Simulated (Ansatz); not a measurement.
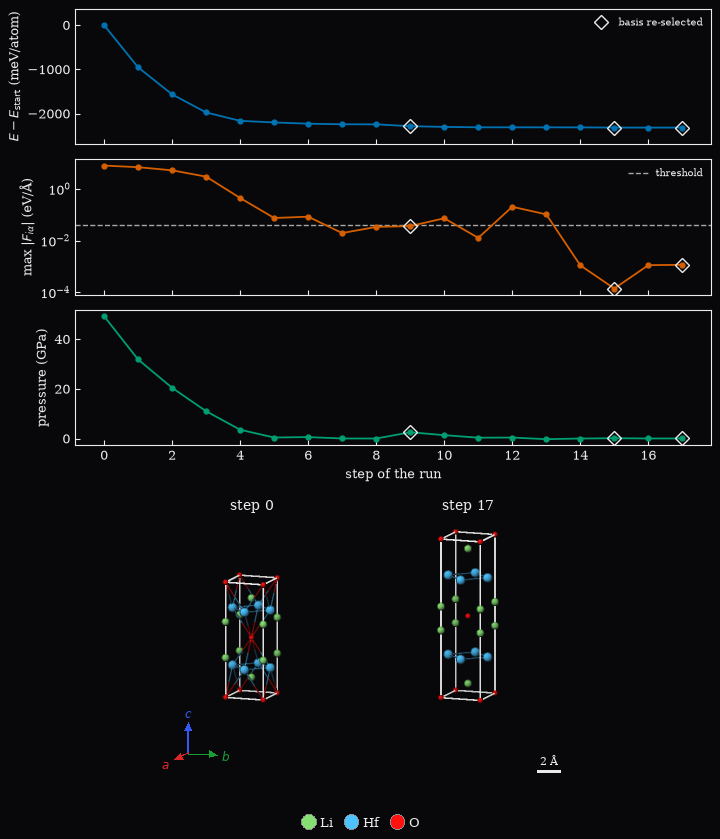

First and last geometry of a relaxation of crystalline Li$_{2}$Hf$_{2}$O (a generated structure, set up in I4/mmm) (coarse preliminary run), with the history of the run. A ball-and-stick model of the conventional cell (2 times the calculation's cell), seen slightly off an axis. Lengths and directions refer to the drawn axes.

Method: DFT PBE, scalar-relativistic, plane waves, PAW in Ansatz. (plane-wave cutoff 420 eV; k-point mesh 6 × 6 × 6; occupations gaussian; smearing width 0.1 eV; no spin polarisation; cell and atoms relaxed; force threshold 0.04 eV/Å; at most 70 steps)

Read the history and describe the run.

Answer. It converged. After 14 accepted moves (17 points after the start) the energy has fallen by 2314 meV per atom. Largest force component: 8.1 eV/Å at the start, 0.0012 eV/Å at the end. Pressure: 49.22 GPa at the start and 0.05 GPa at the end. The SCF was repeated 3 times at an unchanged geometry on a basis and grid sized afresh for the cell, which shifted the energy by 41.6 meV per atom at most. The largest moves relative to the cell, 1.18 Å, are those of Li atoms. Hf and O stay in place. The drawn cell changes as follows: a = b 3.601 → 3.763 Å (+4.5 %), c 10.502 → 14.460 Å (+37.7 %); the volume changes by +50.3 %. Near-neighbour distances that change, for instance: Li–Li 3.282 → 2.168 Å, Hf–Li 2.052 → 3.153 Å, Hf–O 3.183 → 4.075 Å, Hf–Hf 2.546 → 2.661 Å. The space group stays I4/mmm (No. 139). Cost: 3.2 min on 1 thread of Intel(R) Xeon(R) Processor @ 2.50GHz (Skylake/Cascade Lake), on a shared host, peak memory 0.46 GiB.

| step | E − E(0), meV/atom | largest force component, eV/Å | pressure, GPa | volume, Å³/atom | note |
| --- | --- | --- | --- | --- | --- |
| 0 | 0.00 | 8.0690 | 49.22 | 13.616 |  |
| 1 | -953.19 | 6.9829 | 31.82 | 14.556 |  |
| 2 | -1563.55 | 5.2850 | 20.44 | 15.389 |  |
| 3 | -1972.30 | 3.0061 | 11.02 | 16.203 |  |
| 4 | -2161.53 | 0.4483 | 3.57 | 17.159 |  |
| 5 | -2197.54 | 0.0755 | 0.44 | 17.997 |  |
| 6 | -2226.01 | 0.0848 | 0.62 | 18.173 |  |
| 7 | -2239.64 | 0.0198 | 0.05 | 18.474 |  |
| 8 | -2240.72 | 0.0341 | 0.03 | 18.510 |  |
| 9 | -2282.34 | 0.0367 | 2.56 | 18.510 | same geometry, new basis |
| 10 | -2298.80 | 0.0738 | 1.39 | 19.211 |  |
| 11 | -2307.47 | 0.0128 | 0.36 | 19.899 |  |
| 12 | -2307.92 | 0.2053 | 0.43 | 20.252 |  |
| 13 | -2308.57 | 0.1043 | -0.23 | 20.435 |  |
| 14 | -2309.19 | 0.0011 | 0.03 | 20.303 |  |
| 15 | -2313.61 | 0.0001 | 0.16 | 20.303 | same geometry, new basis |
| 16 | -2313.94 | 0.0011 | 0.05 | 20.471 |  |
| 17 | -2314.06 | 0.0012 | 0.05 | 20.471 | same geometry, new basis |
